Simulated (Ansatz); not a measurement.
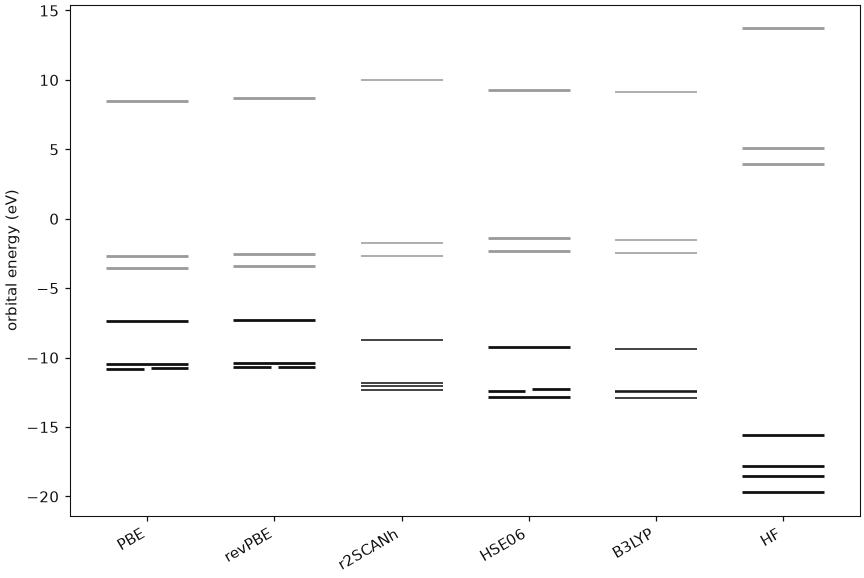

Frontier orbital energies of OF₂, SMILES FOF at one geometry, def2-TZVPP, the Ansatz code 0.2.0, at a PBE0-D4/def2-TZVP geometry (a minimum by its frequencies). Empty levels are grey, levels within 0.1 eV stand side by side; all columns show the same few orbitals around the gap.

### Compare the HOMO-LUMO separations.

The separation grows from 3.81 eV (PBE) to 19.57 eV (HF).

| level | HOMO (eV) | LUMO (eV) | separation (eV) |
| --- | --- | --- | --- |
| PBE | −7.37 | −3.56 | 3.81 |
| revPBE | −7.28 | −3.41 | 3.87 |
| r2SCANh | −8.76 | −2.69 | 6.07 |
| HSE06 | −9.23 | −2.34 | 6.90 |
| B3LYP | −9.39 | −2.45 | 6.95 |
| HF | −15.61 | 3.96 | 19.57 |

Caveats, for all or some of the runs: empty levels above zero depend strongly on the basis.
